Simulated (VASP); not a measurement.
## A VASP study of Gallium (rev-vdW-DF2): structure first, properties next

Aim: relax Gallium, then compute properties on the relaxed cell. The steps: full relaxation (rev-vdW-DF2), single point with fields (rev-vdW-DF2), band structure (rev-vdW-DF2), density of states (rev-vdW-DF2) and electric field gradients (rev-vdW-DF2). The start is a cell from a database of measured crystal structures.

Program: VASP 6.6.1. Level of theory: rev-vdW-DF2; plane waves and PAW (Ga_d). Results are calculated unless marked as measured.

### 1. Starting point

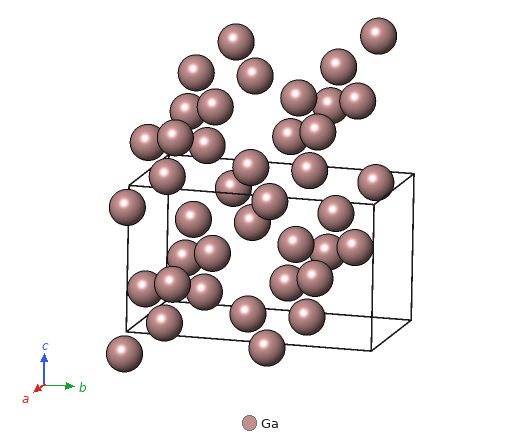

Start, viewed slightly off an axis; gallium pink. 2×1×2 cells are drawn. This picture shows the conventional cell, with its axes. Some periodic images of atoms are drawn too.

Structure file:

```xyz
4
Lattice="2.2615 -3.8305 0.0000 2.2615 3.8305 0.0000 0.0000 0.0000 4.5240" Properties=species:S:1:pos:R:3 pbc="T T T"
Ga    2.2615   -2.6438    0.3664
Ga    2.2615   -1.1867    2.6284
Ga    2.2615    2.6438    4.1576
Ga    2.2615    1.1867    1.8956
```

### 2. Full relaxation (rev-vdW-DF2)

The start need not lie at this functional's minimum. ISIF = 3 frees volume, shape and positions, and EDIFFG sets the threshold on forces and stress at which the search stops. rev-vdW-DF2 revises the exchange of vdW-DF2 for solids. LUSE_VDW switches on a nonlocal correlation term for dispersion.

Input file INCAR:

```
SYSTEM = Ga
PREC = Accurate
ENCUT = 400
EDIFF = 1E-06
NELM = 100
ISMEAR = 1
SIGMA = 0.2
LREAL = .FALSE.
ALGO = Normal
GGA = MK
AGGAC = 0
LUSE_VDW = .TRUE.
PARAM1 = 0.1234
PARAM2 = 0.711357
ZAB_VDW = -1.8867
LASPH = .TRUE.
NBANDS = 32
LORBIT = 11
LWAVE = .FALSE.
LCHARG = .FALSE.
KPAR = 4
IBRION = 2
NSW = 60
ISIF = 3
EDIFFG = -0.01
```

Input file POSCAR:

```
Ga
1.0
    2.2615000000     -3.8305000000      0.0000000000
    2.2615000000      3.8305000000      0.0000000000
    0.0000000000      0.0000000000      4.5240000000
Ga
4
Direct
    0.8451000000      0.1549000000      0.0810000000
    0.6549000000      0.3451000000      0.5810000000
    0.1549000000      0.8451000000      0.9190000000
    0.3451000000      0.6549000000      0.4190000000
```

Input file KPOINTS:

```
Automatic mesh
0
Gamma
6 6 5
0 0 0
```

Potentials, in the order of the species: Ga_d (PBE family, release 64).

The run is started by

```
> mpirun -np 4 vasp_std
```

The log of the run:

```text
[banner, memory and clock lines left out]
running    4 mpi-ranks, on    1 nodes
 distrk:  each k-point on    1 cores,    4 groups
 distr:  one band on    1 cores,    1 groups

 POSCAR found type information on POSCAR Ga
 POSCAR found :  1 types and       4 ions
|                                                                             |
|               ----> ADVICE to this user running VASP <----                  |
|                                                                             |
|     You have switched on vdW-DFT.                                           |
|     This routine was written and supplied by Jiri Klimes. We recommend      |
|     that you carefully read and cite the following publications:            |
|       J. Klimes, D.R. Bowler, A. Michelides                                 |
|          J. Phys.: Cond Matt. 22 022201 (2010)                              |
|       J. Klimes, D.R. Bowler, A. Michelides                                 |
|          Phys. Rev. B. 83, 195131 (2011)                                    |
|     and references therein.                                                 |
|                                                                             |

|                                                                             |
|               ----> ADVICE to this user running VASP <----                  |
|                                                                             |
|     You enforced a specific xc type in the INCAR file but a different       |
|     [... a line on the potential file left out ...]
|     I HOPE YOU KNOW WHAT YOU ARE DOING!                                     |
|                                                                             |

 LDA part: xc-table for (Slater+PW92), standard interpolation
 POSCAR, INCAR and KPOINTS ok, starting setup
 FFT: planning ... GRIDC
 FFT: planning ... GRID_SOFT
 FFT: planning ... GRID
 WAVECAR not read
 entering main loop
       N       E                     dE             d eps       ncg     rms          rms(c)
DAV:   1     0.342302914802E+03    0.34230E+03   -0.22683E+04  2528   0.265E+03
DAV:   2     0.379620932050E+02   -0.30434E+03   -0.29830E+03  2632   0.506E+02
DAV:   3     0.130070306326E+01   -0.36661E+02   -0.36413E+02  2896   0.140E+02
DAV:   4     0.314120309875E+00   -0.98658E+00   -0.98557E+00  2712   0.276E+01
DAV:   5     0.292257805366E+00   -0.21863E-01   -0.21860E-01  3088   0.409E+00    0.246E+00
DAV:   6     0.378149726570E+00    0.85892E-01   -0.19855E-01  2984   0.616E+00    0.134E+00
DAV:   7     0.396498202696E+00    0.18348E-01   -0.58551E-02  3536   0.270E+00    0.298E-01
DAV:   8     0.397381143088E+00    0.88294E-03   -0.14384E-02  2800   0.132E+00    0.476E-02
DAV:   9     0.397218102898E+00   -0.16304E-03   -0.10648E-03  2776   0.361E-01    0.263E-02
DAV:  10     0.397211215633E+00   -0.68873E-05   -0.21338E-04  2928   0.166E-01    0.578E-03
DAV:  11     0.397208998442E+00   -0.22172E-05   -0.36170E-05  2912   0.714E-02    0.510E-03
DAV:  12     0.397209621009E+00    0.62257E-06   -0.11076E-05  2936   0.402E-02    0.709E-04
DAV:  13     0.397209543913E+00   -0.77096E-07   -0.95488E-07  1856   0.939E-03
   1 F= 0.39720954E+00 E0= 0.39807011E+00  d E =0.397210E+00
 curvature:   0.00 expect dE= 0.000E+00 dE for cont linesearch  0.000E+00
 trial: gam= 0.00000 g(F)=  0.139E-02 g(S)=  0.132E-02 ort = 0.000E+00 (trialstep = 0.100E+01)
 search vector abs. value=  0.270E-02
 bond charge predicted
       N       E                     dE             d eps       ncg     rms          rms(c)
DAV:   1     0.371350567344E+00   -0.25859E-01   -0.60015E-01  2824   0.858E+00    0.973E-01
DAV:   2     0.390378740663E+00    0.19028E-01   -0.78373E-02  2920   0.354E+00    0.412E-01
DAV:   3     0.394866705137E+00    0.44880E-02   -0.76347E-03  3512   0.892E-01    0.108E-01
DAV:   4     0.395472758768E+00    0.60605E-03   -0.11078E-03  2992   0.299E-01    0.574E-03
DAV:   5     0.395469396291E+00   -0.33625E-05   -0.33794E-05  3488   0.492E-02    0.393E-03
DAV:   6     0.395469973857E+00    0.57757E-06   -0.16054E-06  1896   0.129E-02
   2 F= 0.39546997E+00 E0= 0.39626933E+00  d E =-.173957E-02
[... from here on, the cycles between the ionic steps are left out ...]
   3 F= 0.39530961E+00 E0= 0.39607972E+00  d E =-.189993E-02
   4 F= 0.39448126E+00 E0= 0.39515931E+00  d E =-.828354E-03
   5 F= 0.39375372E+00 E0= 0.39417719E+00  d E =-.155589E-02
   6 F= 0.39387823E+00 E0= 0.39361032E+00  d E =-.143139E-02
   7 F= 0.39353132E+00 E0= 0.39369207E+00  d E =-.177829E-02
   8 F= 0.39352644E+00 E0= 0.39361216E+00  d E =-.178317E-02
   9 F= 0.39329934E+00 E0= 0.39331015E+00  d E =-.227099E-03
  10 F= 0.39320980E+00 E0= 0.39315444E+00  d E =-.316635E-03
  11 F= 0.39301323E+00 E0= 0.39294790E+00  d E =-.196578E-03
  12 F= 0.39264957E+00 E0= 0.39253869E+00  d E =-.560230E-03
  13 F= 0.39260296E+00 E0= 0.39247237E+00  d E =-.606845E-03
  14 F= 0.39260497E+00 E0= 0.39244861E+00  d E =-.604836E-03
 curvature: -11.50 expect dE=-0.896E-03 dE for cont linesearch -0.129E-04
 ZBRENT: bracketing found
 ZBRENT: interpolating
 opt :   4.7791  next Energy=     0.392596 (dE=-0.614E-03)
 bond charge predicted
       N       E                     dE             d eps       ncg     rms          rms(c)
DAV:   1     0.392618116781E+00    0.13619E-04   -0.34900E-02  2696   0.114E+00    0.517E-02
DAV:   2     0.392576647637E+00   -0.41469E-04   -0.93951E-04  3632   0.292E-01    0.294E-02
DAV:   3     0.392597176822E+00    0.20529E-04   -0.42276E-05  3136   0.779E-02    0.461E-03
DAV:   4     0.392596275939E+00   -0.90088E-06   -0.16424E-05  2632   0.414E-02    0.252E-03
DAV:   5     0.392596464146E+00    0.18821E-06   -0.78519E-07  1400   0.862E-03
  15 F= 0.39259646E+00 E0= 0.39245288E+00  d E =-.613339E-03
 curvature:  -6.48 expect dE=-0.173E-03 dE for cont linesearch -0.442E-07
 trial: gam= 0.08343 g(F)=  0.113E-05 g(S)=  0.256E-04 ort =-0.224E-05 (trialstep = 0.163E+01)
 search vector abs. value=  0.315E-04
 reached required accuracy - stopping structural energy minimisation
```

The job ended after 5.4 min (4 MPI ranks of AMD EPYC 7R43, shared host; peak memory 1.4 GiB).

The logs omit lines about the potential files and the build; timing stands in the text.

OUTCAR, selected parts (step 2):

```text
ion  position               nearest neighbor table
   1  0.845  0.155  0.081-   3 2.48   2 2.69   2 2.69   4 2.73   4 2.73   3 2.79   3 2.79
   2  0.655  0.345  0.581-   4 2.48   1 2.69   1 2.69   3 2.73   3 2.73   4 2.79   4 2.79
   3  0.155  0.845  0.919-   1 2.48   4 2.69   4 2.69   2 2.73   2 2.73   1 2.79   1 2.79
   4  0.345  0.655  0.419-   2 2.48   3 2.69   3 2.69   1 2.73   1 2.73   2 2.79   2 2.79

  LATTYP: Found a base centered orthorhombic cell.
 ALAT       =     4.5230000000
 B/A-ratio  =     1.6937873093
 C/A-ratio  =     1.0002210922

 Subroutine GETGRP returns: Found  8 space group operations
 (whereof  4 operations were pure point group operations)

The static configuration has the point symmetry C_2h.
 The point group associated with its full space group is D_2h.

 Found     39 irreducible k-points:

   k-points           NKPTS =     39   k-points in BZ     NKDIM =     39   number of bands    NBANDS=     32

   dimension x,y,z NGX =    30 NGY =   30 NGZ =   30
   dimension x,y,z NGXF=    60 NGYF=   60 NGZF=   60

   ENCUT  =  400.0 eV  29.40 Ry    5.42 a.u.   7.25  7.25  7.38*2*pi/ulx,y,z

   NELECT =      52.0000    total number of electrons

 k-points in reciprocal lattice and weights: Automatic mesh
   0.00000000  0.00000000  0.00000000       0.006
   0.16666667  0.00000000  0.00000000       0.022
   0.33333333 -0.00000000  0.00000000       0.022
   0.50000000 -0.00000000  0.00000000       0.011
   0.16666667  0.16666667  0.00000000       0.011
   0.33333333  0.16666667  0.00000000       0.022
   0.50000000  0.16666667  0.00000000       0.022
  -0.33333333  0.16666667  0.00000000       0.022
  -0.16666667  0.16666667  0.00000000       0.011
[...]
-0.33333333  0.33333333  0.40000000       0.022
   0.50000000  0.50000000  0.40000000       0.011

 average (electrostatic) potential at core
       1 -65.4195       2 -65.4195       3 -65.4195       4 -65.4195

 E-fermi :   4.7226

 k-point     1 :       0.0000    0.0000    0.0000
  band No.  band energies     occupation
    ...
     22       0.5073      2.00000
     23       1.1115      2.00000
     24       2.8212      2.00000
     25       3.1098      2.00000
     26       4.3165      2.01448
     27       5.6668     -0.00000
     28       5.8901     -0.00000
     29       5.9966     -0.00000
     30       9.6710      0.00000
     31      10.1547      0.00000
    ...

 k-point     2 :       0.1667    0.0000    0.0000
  band No.  band energies     occupation
    ...
     22       0.1272      2.00000
     23       1.0298      2.00000
     24       1.2704      2.00000
     25       3.6548      2.00000
     26       4.1991      2.00135
     27       5.3865     -0.00003
     28       7.0144     -0.00000
     29       7.9740     -0.00000
     30       8.4692     -0.00000
     31       8.7773      0.00000
    ...

 k-point     3 :       0.3333   -0.0000    0.0000
  band No.  band energies     occupation
    ...
     22      -1.9182      2.00000
     23       1.1514      2.00000
     24       1.5104      2.00000
     25       3.2220      2.00000
     26       3.5393      2.00000
     27       6.3678     -0.00000
     28       6.5643     -0.00000
     29       7.6334     -0.00000
     30       8.8718      0.00000
     31       9.9188      0.00000
    ...

Total vdW correction in eV:      9.8478109

  Total       -0.0261275      0.0335293     -0.0177356      0.0000000      0.0000000      0.0000000
  in kB       -0.5290329      0.6789069     -0.3591122      0.0000000      0.0000000      0.0000000
  external PRESSURE =      -0.0697461 kB  Pullay stress =       0.0000000 kB

  energy-cutoff  :      400.00
  volume of cell :       79.13
      direct lattice vectors                 reciprocal lattice vectors
     2.291711446 -3.793701950  0.000000000     0.218177555 -0.131797386  0.000000000
     2.291711446  3.793701950 -0.000000000     0.218177555  0.131797386 -0.000000000
     0.000000000  0.000000000  4.550635524     0.000000000  0.000000000  0.219749526

 POSITION                                       TOTAL-FORCE (eV/Angst)
 -----------------------------------------------------------------------------------
      2.29171     -2.60578      0.39462         0.000000     -0.000979      0.002207
      2.29171     -1.18792      2.66994         0.000000      0.000979      0.002207
      2.29171      2.60578      4.15602         0.000000      0.000979     -0.002207
      2.29171      1.18792      1.88070         0.000000     -0.000979     -0.002207
 -----------------------------------------------------------------------------------
    total drift:                                0.000000      0.000000      0.000000

  FREE ENERGIE OF THE ION-ELECTRON SYSTEM (eV)
  ---------------------------------------------------
  free  energy   TOTEN  =         0.3925964641 eV

  energy  without entropy=        0.3921657003  energy(sigma->0) =        0.39245288

Total vdW correction in eV:      9.8477998

 reached required accuracy - stopping structural energy minimisation

 total charge
# of ion       s       p       d       tot
------------------------------------------
    1        0.971   0.701   9.956  11.628
    2        0.971   0.701   9.956  11.628
    3        0.971   0.701   9.956  11.628
    4        0.971   0.701   9.956  11.628
--------------------------------------------------
tot          3.883   2.805  39.825  46.512

[... 3 further parts left out ...]
```

CONTCAR:

```
Ga
   1.00000000000000
     2.2917114463255568   -3.7937019501898859    0.0000000000000000
     2.2917114463255568    3.7937019501898859   -0.0000000000000000
     0.0000000000000000    0.0000000000000000    4.5506355239540186
  Ga
     4
Direct
     0.8434347427369691    0.1565652572630307    0.0867171532948143
     0.6565652572630309    0.3434347427369693    0.5867171532948143
     0.1565652572630307    0.8434347427369691    0.9132828467051857
     0.3434347427369693    0.6565652572630309    0.4132828467051857
```

The k-mesh is coarse for a metal. The PAW data sets were made with PBE, which is usual practice but a small mismatch for other functionals. The run keeps the 8 symmetry operations of its start, so it cannot find a distortion of lower symmetry.

Relaxation path:

| step | energy less that of the first step (eV) | largest force (eV/Å) | pressure (GPa) | volume (Å³) |
| --- | --- | --- | --- | --- |
| 1 | 0.0000 | 0.0848 | 0.38 | 78.38 |
| 2 | -0.0017 | 0.0349 | 0.01 | 78.91 |
| 3 | -0.0019 | 0.0213 | -0.13 | 79.08 |
| 4 | -0.0027 | 0.0212 | -0.04 | 79.07 |
| 5 | -0.0035 | 0.0231 | 0.01 | 79.04 |
| 6 | -0.0033 | 0.0310 | 0.11 | 78.99 |
| 7 | -0.0037 | 0.0259 | 0.03 | 79.03 |
| 8 | -0.0037 | 0.0264 | 0.05 | 79.02 |
| 9 | -0.0039 | 0.0245 | 0.00 | 79.12 |
| 10 | -0.0040 | 0.0311 | -0.07 | 79.21 |
| 11 | -0.0042 | 0.0250 | -0.10 | 79.20 |
| 12 | -0.0046 | 0.0100 | 0.05 | 79.15 |
| 13 | -0.0046 | 0.0039 | -0.08 | 79.14 |
| 14 | -0.0046 | 0.0029 | -0.08 | 79.12 |
| 15 | -0.0046 | 0.0024 | -0.01 | 79.13 |

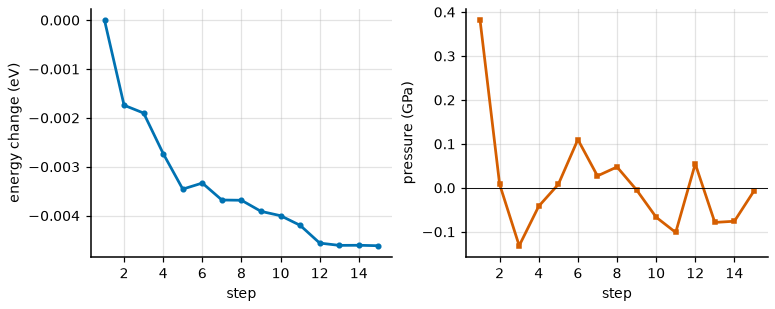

Energy and pressure along the relaxation.

| conventional cell, symmetrised | before | after | change |
| --- | --- | --- | --- |
| a (Å) | 4.523 | 4.583 | +1.3 % |
| b (Å) | 7.661 | 7.587 | -1.0 % |
| c (Å) | 4.524 | 4.551 | +0.6 % |
| volume (Å³/atom) | 19.59 | 19.78 | +1.0 % |

The atoms that moved most (Å, as changes of fractional coordinates times the final cell):

| atom | dx | dy | dz | length |
| --- | --- | --- | --- | --- |
| Ga2 | 0.000 | -0.013 | 0.026 | 0.029 |
| Ga3 | 0.000 | -0.013 | -0.026 | 0.029 |
| Ga1 | 0.000 | 0.013 | 0.026 | 0.029 |
| Ga4 | 0.000 | 0.013 | -0.026 | 0.029 |

Final coordinates:

```cif
data_structure
_symmetry_space_group_name_H-M 'P 1'
_symmetry_Int_Tables_number 1
_cell_length_a 4.4322
_cell_length_b 4.4322
_cell_length_c 4.5506
_cell_angle_alpha 90.000
_cell_angle_beta 90.000
_cell_angle_gamma 117.729
_cell_volume 79.13
loop_
_atom_site_label
_atom_site_type_symbol
_atom_site_fract_x
_atom_site_fract_y
_atom_site_fract_z
_atom_site_occupancy
Ga1 Ga 0.84343 0.15657 0.08672 1
Ga2 Ga 0.65657 0.34343 0.58672 1
Ga3 Ga 0.15657 0.84343 0.91328 1
Ga4 Ga 0.34343 0.65657 0.41328 1
```

This step gave:

| Quantity | Value |
| --- | --- |
| electrons | 52 |
| bands | 32 |
| irreducible k-points | 39 |
| symmetry operations | 8 |
| free energy (TOTEN) | 0.3926 eV |
| energy at zero smearing | 0.3925 eV |
| Fermi energy | 4.723 eV |
| pressure | -0.006975 GPa |
| metallic | yes |
| SCF cycles over all ionic steps | 91 |

It ends with a largest force of 0.002 eV/Å and a pressure of -0.01 GPa. The volume lies +1.0 % from that of the database's start.

(Continued in part 2 of 3.)

[Lines on the potential files, build, host, timing and source positions are cut from VASP's logs without a mark.]

[Logs are printed without paths, hosts, clocks, repeated set-up lines and the standing remarks that a program may print on its own settings, such as how far it seeks lower states.]

[Hosts, paths, dates, database ids (printed as entryN), source tags and the programs' standing remarks are cut or masked in the printed files.]

[A measured line is paired with the nearest computed mode of its activity, which favours agreement.]
